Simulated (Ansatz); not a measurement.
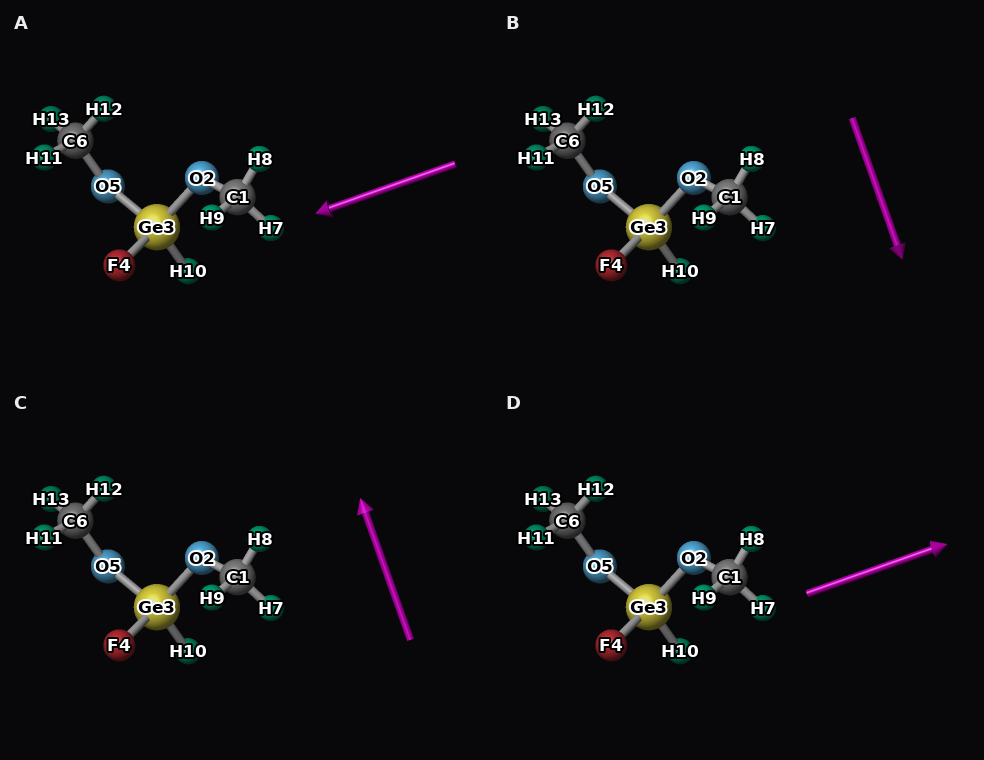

The same molecule four times, each with an arrow. The geometry was computed by an optimisation with PBE0-D4/def2-TZVP. No frequency run is at hand to confirm it as a minimum. Properties computed with RKS PBE0-D4/def2-TZVP (Ansatz 0.2.0).

Which arrow points along the dipole moment, from the negative to the positive end?

Answer. D. The dipole moment is 1.26 D; it points from the side of H11 to the side of H8 (the outermost atoms at the two ends).
